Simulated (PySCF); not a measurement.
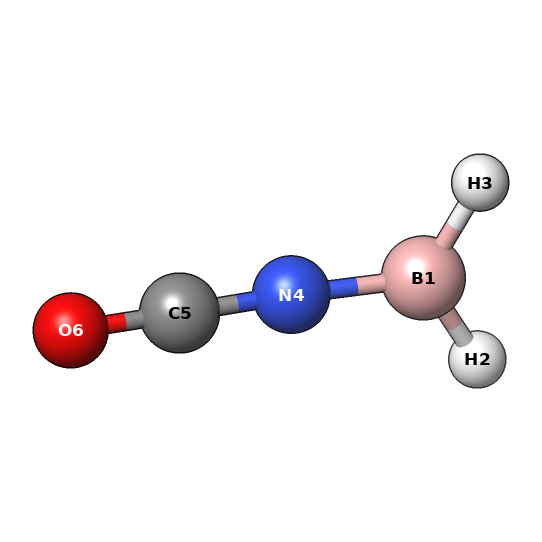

Computed geometry: PBE0-D3(BJ)/def2-SVP optimisation. No frequency run is at hand to confirm it as a minimum. Method: B3LYP/pcJ-1 indirect spin-spin coupling, non-relativistic, gas phase (PySCF 2.14.0). Isotopes: 11B, 13C, 1H, 15N, 17O.

Give the spin–spin coupling constants of these pairs, with the number of bonds between them: B1/H3, B1/N4, B1/H2, N4/C5, C5/O6, B1/C5, H2/N4, H2/H3, H3/N4, N4/O6, H2/C5, H3/C5.

| pair | bonds apart | J (Hz) |
| --- | --- | --- |
| B1, H3 | 1 | 158.1 |
| B1, N4 | 1 | −41.4 |
| B1, H2 | 1 | 158.1 |
| N4, C5 | 1 | −70.4 |
| C5, O6 | 1 | 15.2 |
| B1, C5 | 2 | 17.4 |
| H2, N4 | 2 | −3.3 |
| H2, H3 | 2 | 10.0 |
| H3, N4 | 2 | −3.8 |
| N4, O6 | 2 | 1.0 |
| H2, C5 | 3 | 2.3 |
| H3, C5 | 3 | 2.9 |
